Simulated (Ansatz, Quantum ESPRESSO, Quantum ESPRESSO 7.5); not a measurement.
**Ballistic transmission: vacuum gap of 6.0 Å between two Na(110) faces**

Wanted: the transmission near the Fermi level and the conductance of this junction: vacuum gap of 6.0 Å between two Na(110) faces.

Main program and level: Quantum ESPRESSO 7.5; plane-wave DFT, LDA, GBRV ultrasoft pseudopotentials (cross-check by Ansatz 0.2.0 with PAW datasets).

## Step 1: Starting point

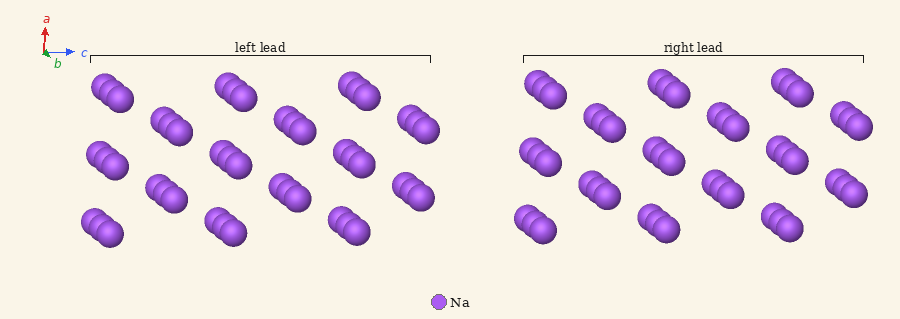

Start, viewed from the side, with the c axis across the page; sodium purple. 2×2×1 cells are drawn. Some periodic images of atoms are drawn too.

The cell holds 12 atoms: 12 Na. Cell: a = 4.200 Å, b = 3.637 Å, c = 38.668 Å, α = 90.0°, β = 90.0°, γ = 54.7°. It derives from Na. Regions: left lead, 6 atoms (6 Na); right lead, 6 atoms (6 Na). The structure is stacked along c, and the current runs across the ab planes.

Structure file:

```cif
data_structure
_symmetry_space_group_name_H-M 'P 1'
_symmetry_Int_Tables_number 1
_cell_length_a 4.2000
_cell_length_b 3.6373
_cell_length_c 38.6683
_cell_angle_alpha 90.000
_cell_angle_beta 90.000
_cell_angle_gamma 54.736
_cell_volume 482.32
loop_
_atom_site_label
_atom_site_type_symbol
_atom_site_fract_x
_atom_site_fract_y
_atom_site_fract_z
_atom_site_occupancy
Na1 Na 0.00000 0.00000 0.00000 1
Na2 Na 0.50000 0.00000 0.07680 1
Na3 Na 0.00000 0.00000 0.15361 1
Na4 Na 0.50000 0.00000 0.23041 1
Na5 Na 0.00000 0.00000 0.30721 1
Na6 Na 0.50000 0.00000 0.38402 1
Na7 Na 0.00000 0.00000 0.53918 1
Na8 Na 0.50000 0.00000 0.61598 1
Na9 Na 0.00000 0.00000 0.69279 1
Na10 Na 0.50000 0.00000 0.76959 1
Na11 Na 0.00000 0.00000 0.84639 1
Na12 Na 0.50000 0.00000 0.92320 1
```

## Step 2: Ground state

One periodic cell holds a stretch of lead, the junction and more lead; the atoms stay as built.

Contents of scf.in:

```
&control
  prefix = 'scf'
  outdir = './out'
  pseudo_dir = './pseudo'
  calculation = 'scf'
  tprnfor = .true.
/
&system
  ibrav = 0
  nat = 12
  ntyp = 1
  ecutwfc = 40
  ecutrho = 200
  occupations = 'smearing'
  smearing = 'mv'
  degauss = 0.01
/
&electrons
  conv_thr = 1e-07
  mixing_beta = 0.25
  electron_maxstep = 120
  mixing_mode = 'local-TF'
/
ATOMIC_SPECIES
  Na  22.9898  na_lda_v1.5.uspp.F.UPF
CELL_PARAMETERS angstrom
  4.20000000000000 0.00000000000000 0.00000000000000
  2.10000000000000 2.96984848098350 0.00000000000000
  0.00000000000000 0.00000000000000 38.66833329081850
ATOMIC_POSITIONS crystal
  Na  0.000000000000 0.000000000000 0.000000000000
  Na  0.500000000000 0.000000000000 0.076803115838
  Na  0.000000000000 0.000000000000 0.153606231675
  Na  0.500000000000 0.000000000000 0.230409347513
  Na  0.000000000000 0.000000000000 0.307212463351
  Na  0.500000000000 0.000000000000 0.384015579188
  Na  0.000000000000 0.000000000000 0.539181304974
  Na  0.500000000000 0.000000000000 0.615984420812
  Na  0.000000000000 0.000000000000 0.692787536649
  Na  0.500000000000 0.000000000000 0.769590652487
  Na  0.000000000000 0.000000000000 0.846393768325
  Na  0.500000000000 0.000000000000 0.923196884162
K_POINTS automatic
  7 8 1 0 0 0
```

Started as:

```bash
$ OMP_NUM_THREADS=1 mpirun -n 2 pw.x -nk 2 -in scf.in > scf.out
```

The log of the run:

```text
Program PWSCF v.7.5 starts
[citation notice left out]

     Parallel version (MPI & OpenMP), running on       2 processor cores
     Number of MPI processes:                 2
     Threads/MPI process:                     1

     MPI processes distributed on     1 nodes
[...]
Current dimensions of program PWSCF are:
     Max number of different atomic species (ntypx) = 10
     Max number of k-points (npk) =  40000
     Max angular momentum in pseudopotentials (lmaxx) =  4
     Message from routine setup:
     using ibrav=0 with symmetry is DISCOURAGED, use correct ibrav instead

     K-points division:     npool     =       2
     Subspace diagonalization in iterative solution of the eigenvalue problem:
     a serial algorithm will be used

     G-vector sticks info
     --------------------
     sticks:   dense  smooth     PW     G-vecs:    dense   smooth      PW
     Sum         709     561    181               155621   111139   20343

     Using Slab Decomposition

     bravais-lattice index     =            0
     lattice parameter (alat)  =       7.9368  a.u.
     unit-cell volume          =    3254.8849 (a.u.)^3
     number of atoms/cell      =           12
     number of atomic types    =            1
     number of electrons       =       108.00
     number of Kohn-Sham states=           65
     kinetic-energy cutoff     =      40.0000  Ry
     charge density cutoff     =     200.0000  Ry
     scf convergence threshold =      1.0E-07
     mixing beta               =       0.2500
     number of iterations used =            8  local-TF  mixing
     Exchange-correlation=  SLA  PZ   NOGX NOGC
                           (   1   1   0   0   0   0   0)

     celldm(1)=   7.936850  celldm(2)=   0.000000  celldm(3)=   0.000000
     celldm(4)=   0.000000  celldm(5)=   0.000000  celldm(6)=   0.000000

     crystal axes: (cart. coord. in units of alat)
               a(1) = (   1.000000   0.000000   0.000000 )
               a(2) = (   0.500000   0.707107   0.000000 )
               a(3) = (   0.000000   0.000000   9.206746 )

     reciprocal axes: (cart. coord. in units 2 pi/alat)
               b(1) = (  1.000000 -0.707107  0.000000 )
               b(2) = (  0.000000  1.414214  0.000000 )
               b(3) = (  0.000000  0.000000  0.108616 )

     PseudoPot. # 1 for Na read from file:
     ./pseudo/na_lda_v1.5.uspp.F.UPF
     Pseudo is Ultrasoft, Zval =  9.0
     Generated by new atomic code, or converted to UPF format
     Using radial grid of  819 points,  5 beta functions with:
                l(1) =   0
                l(2) =   0
                l(3) =   1
                l(4) =   1
                l(5) =   2
     Q(r) pseudized with  8 coefficients,  rinner =    1.250   1.250   1.250
                                                       1.250   1.250

     atomic species   valence    mass     pseudopotential
     Na                9.00    22.98980     Na( 1.00)

      4 Sym. Ops. (no inversion) found

   Cartesian axes

     site n.     atom                  positions (alat units)
         1        Na     tau(   1) = (   0.0000000   0.0000000   0.0000000  )
         2        Na     tau(   2) = (   0.5000000   0.0000000   0.7071068  )
         3        Na     tau(   3) = (   0.0000000   0.0000000   1.4142136  )
         4        Na     tau(   4) = (   0.5000000   0.0000000   2.1213203  )
         5        Na     tau(   5) = (   0.0000000   0.0000000   2.8284271  )
         6        Na     tau(   6) = (   0.5000000   0.0000000   3.5355339  )
         7        Na     tau(   7) = (   0.0000000   0.0000000   4.9641053  )
         8        Na     tau(   8) = (   0.5000000   0.0000000   5.6712121  )
         9        Na     tau(   9) = (   0.0000000   0.0000000   6.3783189  )
        10        Na     tau(  10) = (   0.5000000   0.0000000   7.0854257  )
        11        Na     tau(  11) = (   0.0000000   0.0000000   7.7925325  )
        12        Na     tau(  12) = (   0.5000000   0.0000000   8.4996392  )

     number of k points=    29  Marzari-Vanderbilt smearing, width (Ry)=  0.0100
                       cart. coord. in units 2pi/alat
        k(    1) = (   0.0000000   0.0000000   0.0000000), wk =   0.0357143
        k(    2) = (   0.0000000   0.1767767   0.0000000), wk =   0.0714286
        k(    3) = (   0.0000000   0.3535534   0.0000000), wk =   0.0714286
        k(    4) = (   0.0000000   0.5303301   0.0000000), wk =   0.0714286
        k(    5) = (   0.0000000  -0.7071068   0.0000000), wk =   0.0357143
        k(    6) = (   0.1428571  -0.1010153   0.0000000), wk =   0.0714286
        k(    7) = (   0.1428571   0.0757614   0.0000000), wk =   0.0714286
        k(    8) = (   0.1428571   0.2525381   0.0000000), wk =   0.0714286
        k(    9) = (   0.1428571   0.4293148   0.0000000), wk =   0.0714286
        k(   10) = (   0.1428571  -0.8081220   0.0000000), wk =   0.0714286
[...]
k(   29) = (   0.4285714  -0.4798225   0.0000000), wk =   0.0714286

     Dense  grid:   155621 G-vectors     FFT dimensions: (  36,  32, 360)

     Smooth grid:   111139 G-vectors     FFT dimensions: (  32,  27, 300)

     Estimated max dynamical RAM per process >     514.85 MB

     Estimated total dynamical RAM >     991.70 MB

     Initial potential from superposition of free atoms

     starting charge     107.9338, renormalised to     108.0000
     Starting wfcs are   60 randomized atomic wfcs +    5 random wfcs

     total cpu time spent up to now is       16.7 secs

     per-process dynamical memory:   345.1 Mb

     Self-consistent Calculation

     iteration #  1     ecut=    40.00 Ry     beta= 0.25
     Davidson diagonalization with overlap
     ethr =  1.00E-02,  avg # of iterations =  5.4

     Threshold (ethr) on eigenvalues was too large:
     Diagonalizing with lowered threshold

     Davidson diagonalization with overlap
     ethr =  2.71E-04,  avg # of iterations =  5.3

     total cpu time spent up to now is      128.5 secs

     total energy              =   -1141.53880776 Ry
     estimated scf accuracy    <       0.30080996 Ry

     iteration #  2     ecut=    40.00 Ry     beta= 0.25
[...]
total energy              =   -1141.52111898 Ry
     estimated scf accuracy    <       0.21447389 Ry

     iteration #  3     ecut=    40.00 Ry     beta= 0.25
[...]
total energy              =   -1141.52919815 Ry
     estimated scf accuracy    <       0.00491784 Ry

     iteration #  4     ecut=    40.00 Ry     beta= 0.25
[...]
total energy              =   -1141.52920661 Ry
     estimated scf accuracy    <       0.00578853 Ry

     iteration #  5     ecut=    40.00 Ry     beta= 0.25
[...]
total energy              =   -1141.52933011 Ry
     estimated scf accuracy    <       0.00035867 Ry

     iteration #  6     ecut=    40.00 Ry     beta= 0.25
[...]
total energy              =   -1141.52930665 Ry
     estimated scf accuracy    <       0.00022851 Ry

     iteration #  7     ecut=    40.00 Ry     beta= 0.25
[...]
total energy              =   -1141.52932008 Ry
     estimated scf accuracy    <       0.00000392 Ry

     iteration #  8     ecut=    40.00 Ry     beta= 0.25
[...]
total energy              =   -1141.52932038 Ry
     estimated scf accuracy    <       0.00000330 Ry

     iteration #  9     ecut=    40.00 Ry     beta= 0.25
[...]
total energy              =   -1141.52932035 Ry
     estimated scf accuracy    <       0.00000068 Ry

     iteration # 10     ecut=    40.00 Ry     beta= 0.25
[...]
total energy              =   -1141.52932049 Ry
     estimated scf accuracy    <       0.00000101 Ry

     iteration # 11     ecut=    40.00 Ry     beta= 0.25
[...]
End of self-consistent calculation

          k = 0.0000 0.0000 0.0000 ( 13783 PWs)   bands (ev):

   -51.5875 -51.5875 -51.3877 -51.3877 -51.3819 -51.3819 -51.3683 -51.3672
   -51.3573 -51.3573 -51.3500 -51.3500 -24.0922 -24.0922 -24.0720 -24.0720
   -24.0701 -24.0701 -23.8954 -23.8952 -23.8849 -23.8848 -23.8818 -23.8798
   -23.8798 -23.8741 -23.8741 -23.8733 -23.8733 -23.8690 -23.8680 -23.8680
   -23.8631 -23.8573 -23.8566 -23.8535 -23.8534 -23.8520 -23.8486 -23.8483
   -23.8471 -23.8468 -23.8423 -23.8422 -23.8407 -23.8407 -23.8355 -23.8355
    -2.1607  -2.0800  -1.9498  -1.7585  -1.5380  -1.2142  -0.9135  -0.4618
    -0.1181   0.4988   0.8089   1.6818   1.7229   2.9270   3.1241   4.3983
     4.4724

          k = 0.0000 0.1768 0.0000 ( 13783 PWs)   bands (ev):

   -51.5872 -51.5872 -51.3874 -51.3874 -51.3816 -51.3816 -51.3680 -51.3669
   -51.3570 -51.3570 -51.3498 -51.3498 -24.0915 -24.0915 -24.0747 -24.0747
   -24.0739 -24.0739 -23.8943 -23.8941 -23.8841 -23.8840 -23.8818 -23.8818
   -23.8808 -23.8781 -23.8780 -23.8761 -23.8761 -23.8727 -23.8727 -23.8684
   -23.8651 -23.8592 -23.8591 -23.8575 -23.8555 -23.8517 -23.8491 -23.8487
   -23.8482 -23.8480 -23.8468 -23.8467 -23.8426 -23.8426 -23.8401 -23.8401
    -1.8862  -1.8058  -1.6762  -1.4859  -1.2664  -0.9440  -0.6446  -0.1947
     0.1476   0.7621   1.0698   1.9430   1.9709   3.1817   3.3819   4.6439
     4.7200

          k = 0.0000 0.3536 0.0000 ( 13819 PWs)   bands (ev):

   -51.5865 -51.5865 -51.3867 -51.3867 -51.3810 -51.3809 -51.3672 -51.3663
   -51.3563 -51.3563 -51.3491 -51.3491 -24.0897 -24.0897 -24.0857 -24.0857
   -24.0786 -24.0786 -23.8916 -23.8915 -23.8894 -23.8893 -23.8865 -23.8865
   -23.8840 -23.8840 -23.8819 -23.8819 -23.8808 -23.8808 -23.8780 -23.8708
   -23.8700 -23.8696 -23.8649 -23.8638 -23.8577 -23.8577 -23.8547 -23.8537
   -23.8532 -23.8513 -23.8511 -23.8508 -23.8473 -23.8473 -23.8472 -23.8471
    -1.0709  -0.9917  -0.8638  -0.6761  -0.4594  -0.1413   0.1547   0.5988
     0.9372   1.5440   1.8464   2.7157   2.7159   3.9321   4.1382   5.3551
     5.4382

          k = 0.0000 0.5303 0.0000 ( 13930 PWs)   bands (ev):

   -51.5859 -51.5858 -51.3860 -51.3860 -51.3803 -51.3803 -51.3665 -51.3656
   -51.3556 -51.3556 -51.3484 -51.3484 -24.0967 -24.0967 -24.0879 -24.0879
   -24.0832 -24.0832 -23.9005 -23.9005 -23.8950 -23.8950 -23.8912 -23.8912
   -23.8890 -23.8889 -23.8855 -23.8855 -23.8829 -23.8800 -23.8800 -23.8789
   -23.8751 -23.8748 -23.8686 -23.8684 -23.8684 -23.8641 -23.8620 -23.8620
   -23.8582 -23.8577 -23.8538 -23.8519 -23.8519 -23.8506 -23.8462 -23.8462
     0.2611   0.3385   0.4636   0.6468   0.8592   1.1699   1.4608   1.8939
     2.2278   2.8179   3.1182   3.9588   3.9618   4.4014   4.4744   4.5924
     4.7632

          k = 0.0000-0.7071 0.0000 ( 13904 PWs)   bands (ev):

   -51.5856 -51.5856 -51.3857 -51.3857 -51.3800 -51.3800 -51.3662 -51.3653
   -51.3553 -51.3553 -51.3481 -51.3481 -24.1012 -24.1012 -24.0872 -24.0872
   -24.0851 -24.0851 -23.9051 -23.9051 -23.8996 -23.8996 -23.8932 -23.8932
   -23.8879 -23.8878 -23.8878 -23.8874 -23.8874 -23.8831 -23.8791 -23.8791
   -23.8769 -23.8737 -23.8731 -23.8729 -23.8704 -23.8666 -23.8666 -23.8636
   -23.8602 -23.8596 -23.8538 -23.8538 -23.8535 -23.8504 -23.8458 -23.8458
     1.8978   1.9685   2.0841   2.2525   2.3016   2.3822   2.4523   2.5122
     2.7013   2.7417   2.9173   3.0244   3.2316   3.4293   3.5158   3.7728
     3.9425

          k = 0.1429-0.1010 0.0000 ( 13834 PWs)   bands (ev):

   -51.5873 -51.5873 -51.3875 -51.3875 -51.3817 -51.3817 -51.3680 -51.3670
   -51.3571 -51.3571 -51.3498 -51.3498 -24.0917 -24.0916 -24.0761 -24.0761
   -24.0711 -24.0711 -23.8941 -23.8940 -23.8850 -23.8849 -23.8830 -23.8828
   -23.8803 -23.8774 -23.8774 -23.8753 -23.8753 -23.8707 -23.8700 -23.8700
   -23.8633 -23.8626 -23.8558 -23.8557 -23.8538 -23.8532 -23.8503 -23.8492
   -23.8483 -23.8482 -23.8441 -23.8440 -23.8437 -23.8437 -23.8374 -23.8374
    -1.8917  -1.8114  -1.6818  -1.4914  -1.2719  -0.9495  -0.6501  -0.2002
     0.1421   0.7565   1.0642   1.9366   1.9655   3.1729   3.3724   4.6288
     4.7064

[...]
the Fermi energy is     1.1212 ev

!    total energy              =   -1141.52932056 Ry
     estimated scf accuracy    <       0.00000002 Ry
     smearing contrib. (-TS)   =      -0.00064329 Ry
     internal energy E=F+TS    =   -1141.52867728 Ry

     The total energy is F=E-TS. E is the sum of the following terms:
     one-electron contribution =   -1326.96786873 Ry
     hartree contribution      =     664.46451227 Ry
     xc contribution           =    -166.75951773 Ry
     ewald contribution        =    -312.26580309 Ry

     convergence has been achieved in  11 iterations

     Forces acting on atoms (cartesian axes, Ry/au):

     atom    1 type  1   force =     0.00000000    0.00000000   -0.00069480
     atom    2 type  1   force =     0.00000000    0.00000000    0.00004496
     atom    3 type  1   force =     0.00000000    0.00000000    0.00021174
     atom    4 type  1   force =     0.00000000    0.00000000    0.00024057
     atom    5 type  1   force =     0.00000000    0.00000000    0.00036000
     atom    6 type  1   force =     0.00000000    0.00000000   -0.00089984
     atom    7 type  1   force =     0.00000000    0.00000000    0.00090925
     atom    8 type  1   force =     0.00000000    0.00000000   -0.00037309
     atom    9 type  1   force =     0.00000000    0.00000000   -0.00023643
     atom   10 type  1   force =     0.00000000    0.00000000   -0.00020298
     atom   11 type  1   force =     0.00000000    0.00000000   -0.00005971
     atom   12 type  1   force =     0.00000000    0.00000000    0.00070034

     Total force =     0.001756     Total SCF correction =     0.000325
     SCF correction compared to forces is large: reduce conv_thr to get better values

[...]
=------------------------------------------------------------------------------=
   JOB DONE.
=------------------------------------------------------------------------------=
```

The job ended after 12 min (2 MPI ranks of Arm Neoverse N1, shared host; peak memory 0.99 GiB).

Read from the output:

| Quantity | Value |
| --- | --- |
| free energy | -15531.2976 eV |
| Fermi energy | 1.121 eV |

The program's own clock; routines nest. Time by routine:

| routine | wall time (s) | calls |
| --- | --- | --- |
| PWSCF | 703 | 1 |
| electrons | 679.5 | 1 |
| c_bands | 575.1 | 12 |
| cegterg | 537.4 | 180 |
| h_psi | 402 | 719 |
| fftw | 362.8 | 65946 |
| vloc_psi | 324.2 | 719 |
| sum_band | 95.25 | 12 |
| calbec | 58.32 | 959 |
| h_psi:calbec | 37.49 | 719 |
| add_vuspsi | 37.38 | 719 |
| s_psi | 37.18 | 719 |
| init_run | 16.65 | 1 |
| wfcinit | 15.92 | 1 |

The run needed 11 iterations to bring the estimated error under 1e-07 Ry; the largest force on any atom, held or free, is 0.02 eV/Å.

(Part 1 of 4 ends here.)

[Logs are printed without paths, hosts, clocks, repeated set-up lines and the standing remarks that a program may print on its own settings, such as how far it seeks lower states.]

[Hosts, paths, dates, database ids (printed as entryN), source tags and the programs' standing remarks are cut or masked in the printed files.]

[Maps of the electrostatic potential energy from Ansatz leave out the sawtooth potential of an applied field or a dipole correction, so their vacuum need not be flat; planar profiles and work functions include it.]
